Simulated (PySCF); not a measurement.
```xyz
10

N    -2.2216   -1.9483    0.1491
C    -1.2469   -1.3603    0.3046
C    -0.0235   -0.5971    0.4823
C     0.0268    0.5989   -0.4793
C     1.2627    1.3462   -0.3200
N     2.2474    1.9210   -0.1793
H     0.0315   -0.2525    1.5175
H     0.8328   -1.2542    0.3136
H    -0.0491    0.2569   -1.5139
H    -0.8177    1.2673   -0.2966
```

Geometry: PBE0-D3(BJ)/def2-TZVP.

The calculation used PySCF, PBE0/pcSseg-2, SCF density, gas phase, non-relativistic.

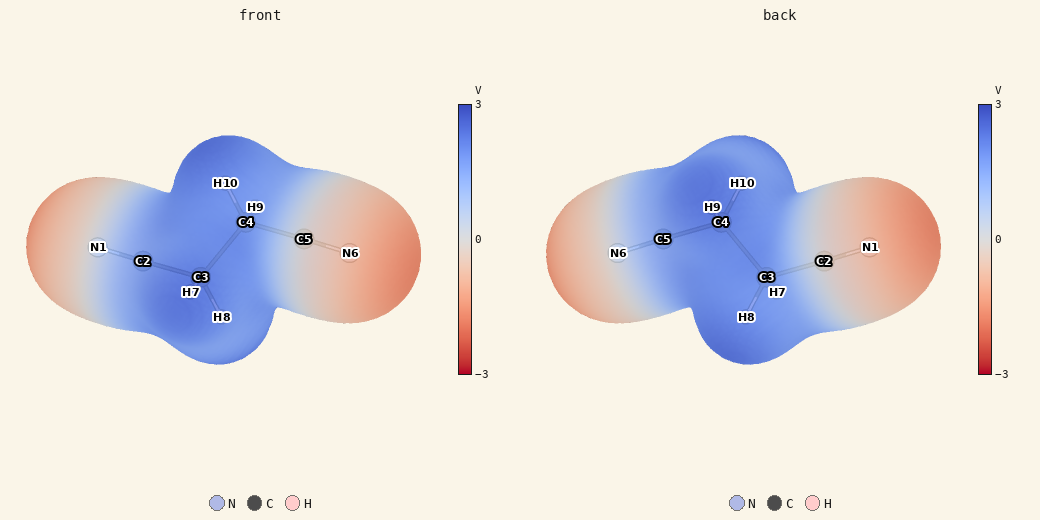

C₄H₄N₂ (SMILES N#CCCC#N). The molecular electrostatic potential painted on the density surface at 0.004 e/bohr³, seen from the front and from behind; red is negative and blue positive.

Question: Where is the surface potential most negative and most positive?

Answer: The most negative region (about −1.7 V, or −39 kcal/mol for a unit charge) lies over N1 and N6, the most positive (about +2.5 V, or +58 kcal/mol for a unit charge) over H7, H8, H9 and H10.
